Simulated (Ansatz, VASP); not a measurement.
## Cross-check of SnO2 (Cassiterite) between VASP and Ansatz

One calculation is typed for both programs; each brings its own data sets. How far apart do they land? The cell is taken from a series of VASP runs on this material, whose earlier steps may have relaxed, scaled or displaced it; both programs get it as it stands. Valence electrons are named where the data sets of a main pair hold unlike numbers.

Program: Ansatz 0.2.0. Level of theory: plane waves, with VASP 6.6.1 beside it; band structure at PBE, band structure at r2SCAN and band structure at r2SCAN, spin-orbit coupling. Results are calculated unless marked as measured.

**1. Starting point**

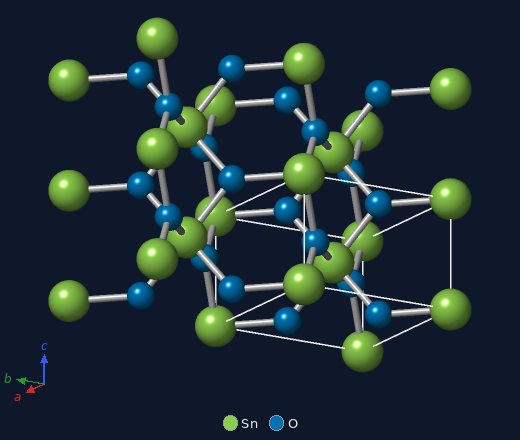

The cell as given, from a free direction (tin green, oxygen blue). 1×2×2 cells are drawn. Some periodic images of atoms are drawn too.

**2. Ansatz: band structure, PBE**

Ansatz runs on its default PAW (the set named soft_2) files.

The same path points are solved in both programs, so levels can be compared one by one.

Input file input.yaml:

```yaml
crystal:
  lattice:
    - [4.738, 0.0, 0.0]
    - [0.0, 4.738, 0.0]
    - [0.0, 0.0, 3.1865]
  atoms:
    - { symbol: Sn, position: [0.5, 0.5, 0.5] }
    - { symbol: Sn, position: [0.0, 0.0, 0.0] }
    - { symbol: O, position: [0.8059385347, 0.1940614653, 0.5] }
    - { symbol: O, position: [0.6940614653, 0.6940614653, 0.0] }
    - { symbol: O, position: [0.1940614653, 0.8059385347, 0.5] }
    - { symbol: O, position: [0.3059385347, 0.3059385347, 0.0] }
hamiltonian:
  xc: pbe
  pseudopotentials: { kind: paw }
kpoints:
  mp_grid: { grid: [6, 6, 6] }
  band_path:
    path:
      - [0.0, 0.0, 0.0]
      - [0.0, 0.14286, 0.0]
      - [0.0, 0.28571, 0.0]
      - [0.0, 0.5, 0.0]
      - [0.07143, 0.5, 0.0]
      - [0.28571, 0.5, 0.0]
      - [0.42857, 0.5, 0.0]
      - [0.42857, 0.42857, 0.0]
      - [0.28571, 0.28571, 0.0]
      - [0.07143, 0.07143, 0.0]
      - [0.0, 0.0, 0.0]
      - [0.0, 0.0, 0.14286]
      - [0.0, 0.0, 0.35714]
      - [0.0, 0.0, 0.5]
      - [0.0, 0.14286, 0.5]
      - [0.0, 0.28571, 0.5]
      - [0.0, 0.5, 0.5]
      - [0.07143, 0.5, 0.5]
      - [0.28571, 0.5, 0.5]
      - [0.42857, 0.5, 0.5]
      - [0.5, 0.5, 0.5]
      - [0.28571, 0.28571, 0.5]
      - [0.14286, 0.14286, 0.5]
      - [0.0, 0.5, 0.0]
      - [0.0, 0.5, 0.14286]
      - [0.0, 0.5, 0.35714]
      - [0.0, 0.5, 0.5]
      - [0.5, 0.5, 0.14286]
      - [0.5, 0.5, 0.28571]
      - [0.5, 0.5, 0.5]
    npoints: 1
scf:
  occupations: { method: gaussian, width: 0.03 }
  n_extra_bands: 9
output:
  forces: true
  stress: true
  eigenvalues: true
```

Started as:

```console
> ansatz run input.yaml --threads 4 --pin off --max-ram 9216MiB --backend cpu --events-out ev --progress --plain --runs-dir out
```

Numbers of over 12 decimals in the logs are rounded to 6 here.

Log:

```text
scf.n_extra_bands = 9 over 26 filled bands (N_el = 52.0): the run solves 35 bands
Engine: ansatz 0.2.0, x86_64-unknown-linux-gnu
Pseudopotentials: kind: paw
Pseudopotential: Sn, paw, valence charge 14, recommended cutoff 420 eV (normal), Sn.paw.azcp
Pseudopotential: O, paw, valence charge 6, recommended cutoff 420 eV (normal), O.paw.azcp
Functional definition: PBE
  parameter kappa = 0.804
  parameter beta = 0.066725
  exchange = pbe_x(kappa = kappa, mu = beta*pi^2/3)
  correlation = pbe_c(beta = beta)
Crystal: 6 atoms, lattice volume = 71.533 Å³
Basis set: ecut = 420 eV, 1411 PW (Γ), exchange–correlation on 64×64×48 points (8 copies of the dense FFT grid, shifted against one another)
Bands: 35, of which v1, the nominal top of the filled ones, is band 26 counted from 1 (25 counted from 0)
Symmetry: 16 space group operations
Space group: P42/mnm (ITA 136), of the structure as read, at distance tolerance 4.2e-5 Å
k-points: 40 of 216
Non-local potential: Sn, projectors of the file, l = 0: 2, l = 1: 2, l = 2: 2, l = 3: 2
Non-local potential: O, projectors of the file, l = 0: 2, l = 1: 2, l = 2: 1
PAW form: soft (Blöchl's): semilocal exchange-correlation on the pseudo side does not see the compensation charge
PAW one-centre angular grid: Sn, 590 points (default); XC on 64 Gauss nodes
PAW one-centre angular grid: O, 110 points (default); XC on 64 Gauss nodes
Initial density: superposition of atomic densities (neutral atoms: chi_scale 0, normalization atom), corrected by the library's trained network
Initial wavefunctions: pseudopotential atomic-orbital guess
Functional: x = pbe(κ = 0.804, μ = 0.219515), c = pbe(β = 0.066725)
SCF iter   1: F=—  HF=-14317.842778 eV  |F-HF|=—  |Δ(HF+E_count)|=         —  Δρ=1.08e-3  dr2=2.64e-4  ethr=1.77e-3  ⟨swp⟩=6.2  Hψ=6284  notcnv=0  defer=8
preconditioner: auto → Resta (q_TF=auto, 2.587 Å⁻¹)  ε∞=3.2  [insulator: Δε(μ)=1.257 eV  Ē_g=21.133 eV  σ=0.030 eV  W_gap=1.00  n_scr=18 (ndim 8)  ℏωp=31.7 eV  f_vac=0.027  D(μ)=0.00/eV (n_scr^D=0)  ε∞_Penn≈3.2]
SCF iter   2: F=—  HF=-14317.844206 eV  |F-HF|=—  |Δ(HF+E_count)|=   1.43e-3  Δρ=5.80e-4  dr2=7.48e-5  ethr=5.09e-7  ⟨swp⟩=2.8  Hψ=2884  notcnv=0  defer=71
SCF iter   3: F=—  HF=-14317.844492 eV  |F-HF|=—  |Δ(HF+E_count)|=   2.87e-4  Δρ=1.86e-4  dr2=1.90e-5  ethr=1.44e-7  ⟨swp⟩=2.5  Hψ=2008  notcnv=0  defer=71
SCF iter   4: F=—  HF=-14317.844500 eV  |F-HF|=—  |Δ(HF+E_count)|=   7.65e-6  Δρ=4.13e-5  dr2=5.54e-7  ethr=3.64e-8  ⟨swp⟩=2.1  Hψ=1732  notcnv=0  defer=71
iter 5 did not close the SCF: its close was put off for the readings that it lacked (scf_convergence_deferred on its scf_iter line)
SCF iter   5: F=-14317.844501 eV  HF=-14317.844501 eV  |F-HF|=2.67e-7  |Δ(HF+E_count)|=   1.20e-6  Δρ=1.53e-5  dr2=7.26e-8  ethr=1.07e-9  ⟨swp⟩=2.4  Hψ=2244  notcnv=0  defer=71
SCF iter   6: F=-14317.844501 eV  HF=-14317.844501 eV  |F-HF|=5.31e-9  |Δ(HF+E_count)|=   2.80e-7  Δρ=2.88e-6  dr2=3.11e-9  ethr=1.40e-10  ⟨swp⟩=6.9  Hψ=6664  notcnv=0
SCF 1 converged in 6 iterations: F = -14317.844501 eV  dr2 = 3.11e-9
  greatest PAW one-centre occupation: 0.996 electrons in one spin orbital (limit 2), on the Sn atom at site 1 (counted from 0), in its partial waves of l = 2
NSCF: frozen V_eff on 30 k-points
SCF converged after 6 iterations
Free energy (F): -14317.844501 eV
Harris-Foulkes:  -14317.844501 eV  (|F-HF|=5.31e-9)
Internal energy: -14317.844501 eV  (E = F + TS)
E sigma→0 (E₀):  -14317.844501 eV
Fermi energy:    10.159454 eV
--- Per-component energies (eV) ---
  E_band       = -114.564077
  E_kinetic    = 1085.162649
  E_local      = -2857.233753  (includes V_loc(G=0)·N_el)
  E_nonlocal   = 134.880070
  E_hartree    = 1489.293409
  E_xc         = -1054.923599
  E_vxc        = -564.023755  (∫ρ·V_xc dr)
  E_paw        = -8930.425058  (= ΣΔE_a)
  E_vpaw       = -891.946055  (= ΣTr[D̂ρ^β])
  E_aug_tail   = 0.010016  (compensation charges beyond the density's cutoff)
  E_ewald      = -4184.608236
  E_smearing   = -0.000000  (= −TS)
  E_closure    = 0.000000  (closes the sum)
  Σ components = -14317.844501   (vs F -14317.844501, Δ=0.00e0)
--- Forces (eV/Å), atoms counted from 1 ---
  atom   1  Sn     0.00000000    -0.00000000    -0.00000000
  atom   2  Sn     0.00000000    -0.00000000     0.00000000
  atom   3  O     -0.06128213     0.06128213     0.00000000
  atom   4  O      0.06128213     0.06128213    -0.00000000
  atom   5  O      0.06128213    -0.06128213    -0.00000000
  atom   6  O     -0.06128213    -0.06128213     0.00000000
  max |Σ_I F_I| component: 6.94e-18 eV/Å
--- Stress (GPa, compression-positive) ---
        9.987491       0.000000       0.000000
        0.000000       9.987491       0.000000
        0.000000       0.000000      12.456033
  P = ⅓ Tr σ = 10.8103 GPa (108.103 kbar)
--- Band table (eV; the first three rows and the last of 40) ---
  k-point 0: bands = [... 22 lower, 8.3006, 8.7519, 8.7519, 9.5311, 10.7878, 15.7371, 15.8836, 15.8836, ... 5 higher]
  k-point 1: bands = [... 22 lower, 7.3914, 8.7695, 8.7695, 9.3005, 12.2760, 16.2272, 16.9691, 16.9691, ... 5 higher]
  k-point 2: bands = [... 22 lower, 7.1148, 8.5371, 8.5371, 8.6803, 14.3228, 16.4989, 18.4029, 18.9657, ... 5 higher]
  k-point 39: bands = [... 22 lower, 8.5743, 8.5743, 8.6948, 8.6948, 14.4000, 14.4000, 18.4637, 18.4637, ... 5 higher]
```

Run time: 1.6 s. Hardware: 4 threads of Intel Xeon at 2.60GHz (Ice Lake), shared host; peak memory 0.46 GiB.

**3. VASP: band structure, PBE**

The same cell, functional, mesh and smearing now go to VASP, with its own data sets.

Lines of VASP's logs that name or quote its potential files are left out, and so is its time.

Input file INCAR:

```
SYSTEM = SnO2
PREC = Accurate
ENCUT = 460
EDIFF = 1E-06
NELM = 100
ISMEAR = 0
SIGMA = 0.03
LREAL = .FALSE.
ALGO = Normal
GGA = PE
NBANDS = 42
LORBIT = 11
LWAVE = .FALSE.
LCHARG = .FALSE.
KPAR = 8
LASPH = .TRUE.
```

Input file POSCAR:

```
SnO2
1.0
    4.7380000000      0.0000000000      0.0000000000
    0.0000000000      4.7380000000      0.0000000000
    0.0000000000      0.0000000000      3.1865000000
Sn O
2 4
Direct
    0.5000000000      0.5000000000      0.5000000000
    0.0000000000      0.0000000000      0.0000000000
    0.8059385347      0.1940614653      0.5000000000
    0.6940614653      0.6940614653      0.0000000000
    0.1940614653      0.8059385347      0.5000000000
    0.3059385347      0.3059385347      0.0000000000
```

Input file KPOINTS:

```
Automatic mesh
0
Gamma
6 6 6
0 0 0
```

Input file KPOINTS_OPT:

```
Line mode
8
Line-mode
Reciprocal
  0.00000000   0.00000000   0.00000000 GAMMA
  0.00000000   0.50000000   0.00000000 X

  0.00000000   0.50000000   0.00000000 X
  0.50000000   0.50000000   0.00000000 M

  0.50000000   0.50000000   0.00000000 M
  0.00000000   0.00000000   0.00000000 GAMMA

  0.00000000   0.00000000   0.00000000 GAMMA
  0.00000000   0.00000000   0.50000000 Z

  0.00000000   0.00000000   0.50000000 Z
  0.00000000   0.50000000   0.50000000 R

  0.00000000   0.50000000   0.50000000 R
  0.50000000   0.50000000   0.50000000 A

  0.50000000   0.50000000   0.50000000 A
  0.00000000   0.00000000   0.50000000 Z

  0.00000000   0.50000000   0.00000000 X
  0.00000000   0.50000000   0.50000000 R

  0.50000000   0.50000000   0.00000000 M
  0.50000000   0.50000000   0.50000000 A
```

PAW data sets: Sn_d and O (PBE family, release 64).

Started as:

```console
> mpirun -np 8 vasp_std
```

Log:

```text
[banner, memory and clock lines left out]
running    8 mpi-ranks, on    1 nodes
 distrk:  each k-point on    1 cores,    8 groups
 distr:  one band on    1 cores,    1 groups

 POSCAR found type information on POSCAR SnO
 POSCAR found :  2 types and       6 ions
|                                                                             |
|           W    W    AA    RRRRR   N    N  II  N    N   GGGG   !!!           |
|           W    W   A  A   R    R  NN   N  II  NN   N  G    G  !!!           |
|           W    W  A    A  R    R  N N  N  II  N N  N  G       !!!           |
|           W WW W  AAAAAA  RRRRR   N  N N  II  N  N N  G  GGG   !            |
|           WW  WW  A    A  R   R   N   NN  II  N   NN  G    G                |
|           W    W  A    A  R    R  N    N  II  N    N   GGGG   !!!           |
|                                                                             |
|     For optimal performance we recommend to set                             |
|       NCORE = 2 up to number-of-cores-per-socket                            |
|     NCORE specifies how many cores store one orbital (NPAR=cpu/NCORE).      |
|     This setting can greatly improve the performance of VASP for DFT.       |
|     The default, NCORE=1 might be grossly inefficient on modern             |
|     multi-core architectures or massively parallel machines. Do your        |
|     Unfortunately you need to use the default for GW and RPA                |
|     calculations (for HF NCORE is supported but not extensively tested      |
|     yet).                                                                   |
|                                                                             |

 LDA part: xc-table for (Slater+PW92), standard interpolation
 POSCAR, INCAR and KPOINTS ok, starting setup
 FFT: planning ... GRIDC
 FFT: planning ... GRID_SOFT
 FFT: planning ... GRID
 WAVECAR not read
 entering main loop
       N       E                     dE             d eps       ncg     rms          rms(c)
DAV:   1     0.584866625482E+03    0.58487E+03   -0.22595E+04  3994   0.180E+03
DAV:   2     0.518484865616E+02   -0.53302E+03   -0.49196E+03  3456   0.527E+02
DAV:   3    -0.391227866691E+02   -0.90971E+02   -0.89217E+02  3890   0.171E+02
DAV:   4    -0.433127488546E+02   -0.41900E+01   -0.41792E+01  3770   0.410E+01
DAV:   5    -0.434138715020E+02   -0.10112E+00   -0.10110E+00  4234   0.654E+00    0.161E+01
DAV:   6    -0.371078461917E+02    0.63060E+01   -0.12965E+01  5178   0.530E+01    0.624E+00
DAV:   7    -0.372081537980E+02   -0.10031E+00   -0.18417E+00  3602   0.672E+00    0.321E+00
DAV:   8    -0.371833008358E+02    0.24853E-01   -0.11940E-01  4450   0.302E+00    0.753E-01
DAV:   9    -0.371779811111E+02    0.53197E-02   -0.18976E-02  5448   0.220E+00    0.117E-01
DAV:  10    -0.371786838504E+02   -0.70274E-03   -0.32743E-03  3702   0.330E-01    0.512E-02
DAV:  11    -0.371787741064E+02   -0.90256E-04   -0.11055E-04  3794   0.671E-02    0.131E-02
DAV:  12    -0.371787721571E+02    0.19492E-05   -0.41353E-06  4010   0.134E-02    0.472E-03
DAV:  13    -0.371787711243E+02    0.10328E-05   -0.82535E-07  2760   0.180E-02    0.199E-03
DAV:  14    -0.371787713139E+02   -0.18962E-06   -0.48397E-07  1908   0.446E-03
   1 F= -.37178771E+02 E0= -.37178771E+02  d E =-.221605E-29
 Start KPOINTS_OPT (optional k-point list driver)
k-point batch [1-40\72]
       N       E                     dE             ncg
DAV:   1     0.127896230027E+05   -0.25050E+05     4072
DAV:   2    -0.782860946904E+04   -0.20618E+05     3432
DAV:   3    -0.113583406640E+05   -0.35297E+04     3932
DAV:   4    -0.115196583268E+05   -0.16132E+03     3728
DAV:   5    -0.115234662727E+05   -0.38079E+01     4366
DAV:   6    -0.115235958384E+05   -0.12957E+00     3968
DAV:   7    -0.115236053486E+05   -0.95102E-02     5054
DAV:   8    -0.115236053979E+05   -0.49289E-04     3650
DAV:   9    -0.115236053984E+05   -0.53539E-06     2562
k-point batch [41-72\72]
       N       E                     dE             ncg
DAV:   1     0.244974070862E+05   -0.43528E+05     3264
DAV:   2     0.805419074941E+04   -0.16443E+05     2760
DAV:   3     0.518796634635E+04   -0.28662E+04     3108
DAV:   4     0.505372364722E+04   -0.13424E+03     2996
DAV:   5     0.505045684311E+04   -0.32668E+01     3492
DAV:   6     0.505035548880E+04   -0.10135E+00     3152
DAV:   7     0.505034870067E+04   -0.67881E-02     3934
DAV:   8     0.505034867307E+04   -0.27594E-04     2902
DAV:   9     0.505034867273E+04   -0.34321E-06     1972
```

Parts of OUTCAR (step 3):

```text
ion  position               nearest neighbor table
   1  0.500  0.500  0.500-   3 2.05   5 2.05   4 2.06   6 2.06   4 2.06   6 2.06   2 3.71   2 3.71
                             2 3.71   2 3.71   2 3.71   2 3.71   2 3.71   2 3.71
   2  0.000  0.000  0.000-   4 2.05   6 2.05   5 2.06   3 2.06   3 2.06   5 2.06   1 3.71   1 3.71
                             1 3.71   1 3.71   1 3.71   1 3.71   1 3.71   1 3.71
   3  0.806  0.194  0.500-   1 2.05   2 2.06   2 2.06
   4  0.694  0.694  0.000-   2 2.05   1 2.06   1 2.06
   5  0.194  0.806  0.500-   1 2.05   2 2.06   2 2.06
   6  0.306  0.306  0.000-   2 2.05   1 2.06   1 2.06

  LATTYP: Found a simple tetragonal cell.
 ALAT       =     4.7380000000
 C/A-ratio  =     0.6725411566

 Subroutine GETGRP returns: Found 16 space group operations
 (whereof  8 operations were pure point group operations)

The static configuration has the point symmetry D_2h.
 The point group associated with its full space group is D_4h.

 Found     40 irreducible k-points:

   k-points           NKPTS =     40   k-points in BZ     NKDIM =     40   number of bands    NBANDS=     42

   dimension x,y,z NGX =    36 NGY =   36 NGZ =   24
   dimension x,y,z NGXF=    72 NGYF=   72 NGZF=   48

   ENCUT  =  460.0 eV  33.81 Ry    5.81 a.u.   8.29  8.29  5.57*2*pi/ulx,y,z

   NELECT =      52.0000    total number of electrons

 k-points in reciprocal lattice and weights: Automatic mesh
   0.00000000  0.00000000  0.00000000       0.005
   0.16666667  0.00000000  0.00000000       0.019
   0.33333333  0.00000000  0.00000000       0.019
   0.50000000  0.00000000  0.00000000       0.009
   0.16666667  0.16666667  0.00000000       0.019
   0.33333333  0.16666667  0.00000000       0.037
   0.50000000  0.16666667  0.00000000       0.019
   0.33333333  0.33333333  0.00000000       0.019
   0.50000000  0.33333333  0.00000000       0.019
[...]
0.50000000  0.33333333  0.50000000       0.019
   0.50000000  0.50000000  0.50000000       0.005

 average (electrostatic) potential at core
       1 -99.2965       2 -99.2965       3 -67.8101       4 -67.8101       5 -67.8101
       6 -67.8101

 E-fermi :   6.3771

 k-point     1 :       0.0000    0.0000    0.0000
  band No.  band energies     occupation
    ...
     22       4.9092      2.00000
     23       4.9092      2.00000
     24       5.3611      2.00000
     25       5.3611      2.00000
     26       6.1470      2.00000
     27       7.3953      0.00000
     28      12.3377      0.00000
     29      12.4804      0.00000
     30      12.4804      0.00000
     31      16.5932      0.00000
    ...

 k-point     2 :       0.1667    0.0000    0.0000
  band No.  band energies     occupation
    ...
     22       4.8224      2.00000
     23       4.9162      2.00000
     24       4.9328      2.00000
     25       5.3808      2.00000
     26       6.0069      2.00000
     27       8.0860      0.00000
     28      12.0821      0.00000
     29      12.6036      0.00000
     30      12.7518      0.00000
     31      16.8504      0.00000
    ...

 k-point     3 :       0.3333    0.0000    0.0000
  band No.  band energies     occupation
    ...
     22       4.5033      2.00000
     23       4.9338      2.00000
     24       4.9557      2.00000
     25       5.4318      2.00000
     26       5.7064      2.00000
     27       9.3436      0.00000
     28      11.5360      0.00000
     29      12.9546      0.00000
     30      13.1264      0.00000
     31      17.1398      0.00000
    ...

  Total        4.3565776      4.3565776      5.6408198      0.0000000      0.0000000      0.0000000
  in kB       97.5780193     97.5780193    126.3422976      0.0000000      0.0000000      0.0000000
  external PRESSURE =     107.1661121 kB  Pullay stress =       0.0000000 kB

  energy-cutoff  :      460.00
  volume of cell :       71.53
      direct lattice vectors                 reciprocal lattice vectors
     4.738000000  0.000000000  0.000000000     0.211059519  0.000000000  0.000000000
     0.000000000  4.738000000  0.000000000     0.000000000  0.211059519  0.000000000
     0.000000000  0.000000000  3.186500000     0.000000000  0.000000000  0.313823945

 POSITION                                       TOTAL-FORCE (eV/Angst)
 -----------------------------------------------------------------------------------
      2.36900      2.36900      1.59325        -0.000000      0.000000      0.000000
      0.00000      0.00000      0.00000        -0.000000      0.000000      0.000000
      3.81854      0.91946      1.59325        -0.072878      0.072878      0.000000
      3.28846      3.28846      0.00000         0.072878      0.072878      0.000000
      0.91946      3.81854      1.59325         0.072878     -0.072878      0.000000
      1.44954      1.44954      0.00000        -0.072878     -0.072878     -0.000000
 -----------------------------------------------------------------------------------
    total drift:                                0.000000      0.000000      0.000000

  FREE ENERGIE OF THE ION-ELECTRON SYSTEM (eV)
  ---------------------------------------------------
  free  energy   TOTEN  =       -37.1787713139 eV

  energy  without entropy=      -37.1787713139  energy(sigma->0) =      -37.17877131

 total charge
# of ion       s       p       d       tot
------------------------------------------
    1        0.880   1.100  10.387  12.368
    2        0.880   1.100  10.387  12.368
    3        1.568   3.522   0.000   5.090
    4        1.568   3.522   0.000   5.090
    5        1.568   3.522   0.000   5.090
    6        1.568   3.522   0.000   5.090
--------------------------------------------------
tot          8.034  16.287  20.775  45.096

[... 3 further parts left out ...]
```

The run ends at a pressure of 10.72 GPa, with forces up to 0.10 eV/Å.

(Continued in part 2 of 3.)

[Lines on the potential files, build, host, timing and source positions are cut from VASP's logs without a mark.]

[Logs are printed without paths, hosts, clocks, repeated set-up lines and the standing remarks that a program may print on its own settings, such as how far it seeks lower states.]

[Hosts, paths, dates, database ids (printed as entryN), source tags and the programs' standing remarks are cut or masked in the printed files.]
